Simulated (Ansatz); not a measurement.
**BNH4 (BH2(NH2)) at 6 levels**

Wanted: a comparison of 6 runs (UHF/STO-3G, B2PLYP/STO-3G, CAM-B3LYP/STO-3G, UPBE0/STO-3G, wB97X/STO-3G, CCSDT(Q)/STO-3G) of BNH4 (BH2(NH2)). 

The calculation is run with Ansatz 0.2.0.

55 further runs of the same task are left out: 55 set aside as unsound or not needed.

## (1) The molecule

The species is BNH4 (6 atoms), meant as a singlet with charge 0. SMILES: `[H]B([H])N`. The H2–B1 distance was set to 1.757 Å, away from the relaxed value. At this shape a bond of the SMILES string is far longer than usual.

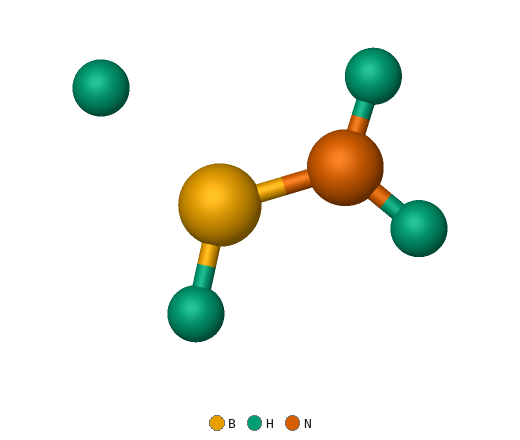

The structure, seen from a chosen angle (boron amber, hydrogen teal, nitrogen orange).

## (2) A single-point energy at UHF/STO-3G (run 1)

Input file in.yaml:

```yaml
crystal:
  periodic: [false, false, false]
  atoms:
    - {symbol: B, position_ang: [-0.152144, 0.555574, -0.308254]}
    - {symbol: H, position_ang: [1.330110, 0.674300, 0.627440]}
    - {symbol: H, position_ang: [-0.572694, 1.457244, -0.926014]}
    - {symbol: "N", position_ang: [-0.839484, -0.638296, -0.315774]}
    - {symbol: H, position_ang: [-1.693394, -0.790156, -0.826964]}
    - {symbol: H, position_ang: [-0.542874, -1.456536, 0.190056]}
basis:
  gaussian:
    orbitals: STO-3G
magnetization:
  spin_polarized: true
  initial_magnetization: 0
hamiltonian:
  xc: hf
accuracy: high
```

Run with:

```
$ ansatz run in.yaml --threads 1 --pin off --max-ram 2610MiB --events-out events.jsonl --progress --plain --runs-dir runs
```

The log of the run:

```text
Warning: RAYON_NUM_THREADS=1 ignored (pool sized by the plan → 1); use --threads N
Functional definition: HF
  name "HF"
  exchange = exact_x
  correlation = 0
230 factors; integrals over basis functions are off by at most 1.3e-8 eV
mean field evaluation 1: about -2185.4102 eV, gradient 9.7e0 eV
mean field evaluation 2: about -2185.4411 eV, gradient 9.7e0 eV
mean field evaluation 4: about -2186.3957 eV, gradient 9.3e-1 eV
mean field evaluation 8: about -2186.4017 eV, gradient 2.6e-6 eV
mean field evaluation 16: about -2186.4055 eV, gradient 5.6e-2 eV
mean field evaluation 32: about -2183.7318 eV, gradient 1.0e1 eV
mean field evaluation 64: about -2185.4101 eV, gradient 9.7e0 eV
mean field -2186.40437830 eV, -80.3488789044 hartree, gradient 6.1e-8 eV, S^2 0.045817; 3 other end points of the search recorded, 0 dependent functions left out
reference -2186.40437830 eV, -80.3488789044 hartree; 8, 8 occupied and 6, 6 virtual orbitals, 230 factors
Total energy: -2186.40437830 eV, -80.3488789044 hartree
```

Run time: 0.12 s. Hardware: 1 thread of Arm Neoverse V1, shared host.

## (3) The energy at B2PLYP/STO-3G (run 2)

Changes to in.yaml since step 2:

```diff
@@ -10,9 +10,5 @@
 basis:
-  gaussian:
-    orbitals: STO-3G
-magnetization:
-  spin_polarized: true
-  initial_magnetization: 0
-hamiltonian:
-  xc: hf
+  gaussian: {orbitals: STO-3G}
+hamiltonian: {xc: {name: B2PLYP}}
+correlation: {frozen_orbitals: {B: 1, H: 0, "N": 1}}
 accuracy: high
```

Run with:

```
$ ansatz run in.yaml --threads 1 --pin off --max-ram 2610MiB --events-out events.jsonl --progress --plain --runs-dir runs
```

The log of the run, shortened:

```text
Warning: RAYON_NUM_THREADS=1 ignored (pool sized by the plan → 1); use --threads N
Functional definition: B2PLYP
  name "B2PLYP"
[...]
230 factors; integrals over basis functions are off by at most 1.3e-8 eV
[...]
mean field -2196.25058822 eV, -80.7107204448 hartree, gradient 3.2e-8 eV, S^2 0.000000; 0 other end points of the search recorded, 0 dependent functions left out
2 core orbitals not correlated: weight in the atoms' cores, before any rotation towards them, 1.000 or more for the frozen orbitals, at most 0.000 for the correlated occupied ones
reference -2196.25060575 eV, -80.7107210890 hartree; 6, 6 occupied and 6, 6 virtual orbitals, 230 factors
second order -3.82847535 eV of doubles, -0.00000000 eV of singles
Total energy: -2197.28429409 eV, -80.7487084350 hartree
```

Run time: 1.1 s. Hardware: 1 thread of Arm Neoverse V1, shared host; peak memory 0.092 GiB.

Runs 3 to 5 aren't shown in full; the table further down has their settings and results.

## (4) A single-point energy at CCSDT(Q)/STO-3G (run 6)

Changes to in.yaml since step 3:

```diff
@@ -11,4 +11,4 @@
   gaussian: {orbitals: STO-3G}
-hamiltonian: {xc: {name: B2PLYP}}
-correlation: {frozen_orbitals: {B: 1, H: 0, "N": 1}}
+correlation: {method: ccsdt_q, frozen_orbitals: {B: 1, H: 0, "N": 1}}
 accuracy: high
+scf: {omitted_lower_state_checks: [cluster_reference, increment]}
```

Run with:

```
$ ansatz run in.yaml --threads 1 --pin off --max-ram 2610MiB --events-out events.jsonl --progress --plain --runs-dir runs
```

The log of the run, shortened:

```text
Warning: RAYON_NUM_THREADS=1 ignored (pool sized by the plan → 1); use --threads N
[... 2 set-up lines as earlier in the session ...]
[...]
230 factors; integrals over basis functions are off by at most 1.3e-8 eV
[...]
mean field -2186.40168835 eV, -80.3487800505 hartree, gradient 1.1e-8 eV, S^2 0.000000; 0 other end points of the search recorded, 0 dependent functions left out; unrestricted orbitals would lower it
2 core orbitals not correlated: weight in the atoms' cores, before any rotation towards them, 1.000 or more for the frozen orbitals, at most 0.000 for the correlated occupied ones
reference -2186.40168835 eV, -80.3487800505 hartree; 6, 6 occupied and 6, 6 virtual orbitals, 230 factors
second order -2.89071582 eV of doubles, -0.00000000 eV of singles
cycle   1  -3.50408860 eV  change   -6.1e-1 eV  update   9.4e-2
[...]
cycle  20  -4.06507203 eV  change   8.1e-10 eV  update  9.2e-10
perturbative correction 0.00523597 eV, 0.0001924182 hartree
Total energy: -2190.46152441 eV, -80.4979762740 hartree
Checks for a lower state left out: cluster_reference, increment
```

Run time: 0.22 s. Hardware: 1 thread of Arm Neoverse V1, shared host.

## (5) Overview of the runs

| run | level | frozen core orbitals | energy (Eh) | wall time |
| --- | --- | --- | --- | --- |
| 1 | UHF/STO-3G | – | -80.348879 | 0.12 s |
| 2 | B2PLYP/STO-3G | 2 | -80.748708 | 1.1 s |
| 3 | CAM-B3LYP/STO-3G | – | -80.839234 | 0.97 s |
| 4 | UPBE0/STO-3G | – | -80.796668 | 1.3 s |
| 5 | wB97X/STO-3G | – | -80.879018 | 3.6 s |
| 6 | CCSDT(Q)/STO-3G | 2 | -80.497976 | 0.22 s |

## (6) Outcome

| quantity | value |
| --- | --- |
| run 6: total energy | -80.49798 Eh |
| run 6: correlation energy (2 core orbitals frozen) | -149.2 mEh |
| run 6: T1 diagnostic | 0.020 |

What this shows: Totals of different functionals can't be ranked against each other. In run 6 the log says that unrestricted orbitals would lower the reference, so the values rest on an unstable closed-shell determinant (other closed-shell runs at this shape may share the fault). In runs 1, 2, 3, 4, 5, 6 the basis is minimal, so the values are rough. All runs together took 7.4 s, the longest 3.6 s.
